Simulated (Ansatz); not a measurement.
**BH2Br− (SMILES [BH2-]Br) at UHSE06/STO-3G**

What is the vertical doublet–quartet gap of BH2Br− at UHSE06/STO-3G? 

The calculation is run with Ansatz 0.2.0.

7 further runs of the same task are left out: 6 that didn't finish, 1 set aside as unsound or not needed.

**1. The structure to begin with**

BH2Br−: 4 atoms, total charge -1, spin state doublet. As SMILES, `[BH2-]Br`. The shape is that of a GFN2-xTB optimisation.

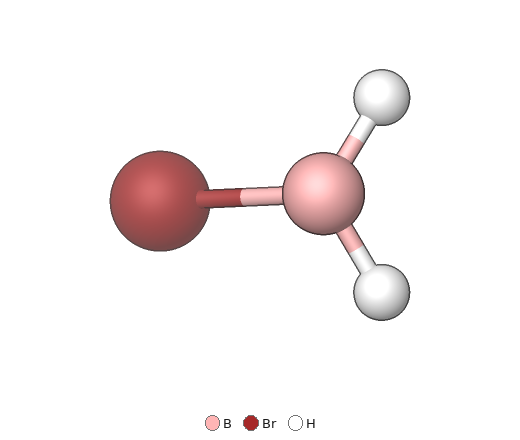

Viewed from a chosen angle; boron pink, bromine red, hydrogen white.

**2. A single-point energy at UHSE06/STO-3G**

Input file run.yaml:

```yaml
crystal:
  periodic: [false, false, false]
  atoms:
    - {symbol: B, position_ang: [-0.380570, 0.148840, 0.001750]}
    - {symbol: Br, position_ang: [1.540060, 0.580870, 0.661540]}
    - {symbol: H, position_ang: [-0.770230, -0.861690, 0.547550]}
    - {symbol: H, position_ang: [-0.389260, 0.131980, -1.210840]}
basis:
  gaussian:
    orbitals: STO-3G
total_charge: -1
magnetization:
  spin_polarized: true
  initial_magnetization: 1
hamiltonian:
  xc: {name: HSE06}
accuracy: high
```

Run with:

```sh
$ ansatz run run.yaml --threads 1 --pin off --max-ram 2610MiB --events-out events.jsonl --progress --plain --runs-dir runs
```

The program printed:

```text
Warning: RAYON_NUM_THREADS=1 ignored (pool sized by the plan → 1); use --threads N
Functional definition: HSE06
  name "HSE06"
  parameter a = 0.25
  parameter omega = 0.11/bohr
  exchange = pbe_x - a*pbe_x_sr(omega) + a*exact_x_sr(omega)
  correlation = pbe_c
339 factors; integrals over basis functions are off by at most 9.1e-9 eV
51 factors; integrals over basis functions are off by at most 8.2e-10 eV
mean field evaluation 1: about -69969.7564 eV, gradient 4.7e0 eV
mean field evaluation 2: about -69970.0749 eV, gradient 1.1e0 eV
mean field evaluation 4: about -69970.0922 eV, gradient 1.1e-1 eV
mean field evaluation 8: about -69970.0761 eV, gradient 4.1e-4 eV
mean field -69970.07608230 eV, -2571.3528686037 hartree, gradient 6.8e-8 eV, S^2 0.752493; 0 other end points of the search recorded, 0 dependent functions left out
reference -69970.07608384 eV, -2571.3528686602 hartree; 22, 21 occupied and 3, 4 virtual orbitals, 339 factors
Total energy: -69970.07608384 eV, -2571.3528686602 hartree
```

It took 2.1 s on 1 thread of Arm Neoverse V1, shared host; peak memory 0.13 GiB.

**3. The quartet at the same level**

Input file input.yaml:

```yaml
crystal:
  periodic: [false, false, false]
  atoms:
    - symbol: B
      position_ang: [-0.380570, 0.148840, 0.001750]
    - symbol: Br
      position_ang: [1.540060, 0.580870, 0.661540]
    - symbol: H
      position_ang: [-0.770230, -0.861690, 0.547550]
    - symbol: H
      position_ang: [-0.389260, 0.131980, -1.210840]
basis:
  gaussian:
    orbitals: STO-3G
total_charge: -1
hamiltonian:
  xc: hse06
accuracy: high
magnetization:
  spin_polarized: true
  initial_magnetization: 3
```

Run with:

```sh
$ ansatz run input.yaml --threads 1 --pin off --max-ram 2610MiB --events-out events.jsonl --progress --plain --runs-dir runs
```

The program printed (excerpt; [...] marks lines left out):

```text
Warning: RAYON_NUM_THREADS=1 ignored (pool sized by the plan → 1); use --threads N
[... 6 set-up lines as earlier in the session ...]
339 factors; integrals over basis functions are off by at most 9.1e-9 eV
51 factors; integrals over basis functions are off by at most 8.2e-10 eV
mean field evaluation 1: about -69956.8872 eV, gradient 1.4e1 eV
mean field evaluation 2: about -69956.9427 eV, gradient 8.3e0 eV
mean field evaluation 4: about -69959.4311 eV, gradient 2.3e0 eV
mean field evaluation 8: about -69959.5506 eV, gradient 9.6e-2 eV
mean field evaluation 16: about -69959.5508 eV, gradient 6.3e-6 eV
mean field -69959.55080425 eV, -2570.9660717696 hartree, gradient 2.8e-8 eV, S^2 3.750839; 4 other end points of the search recorded, 0 dependent functions left out
reference -69959.55080580 eV, -2570.9660718265 hartree; 23, 20 occupied and 2, 5 virtual orbitals, 339 factors
Total energy: -69959.55080580 eV, -2570.9660718265 hartree
```

Run time: 2.8 s. Hardware: 1 thread of Arm Neoverse V1, shared host; peak memory 0.13 GiB.

**4. What came out**

At UHSE06/STO-3G:

```
                                        quantity           value
                           doublet: total energy  -2571.35287 Eh
                                   doublet: ⟨S²⟩           0.752
                           quartet: total energy  -2570.96607 Eh
                                   quartet: ⟨S²⟩           3.751
vertical energy of the quartet above the doublet       10.525 eV
```

In words: At this shape the quartet lies 10.53 eV (1016 kJ/mol) above the doublet. For an anion a state so high probably lies above electron detachment. In a minimal basis such a difference can be off by several eV, whatever the method.
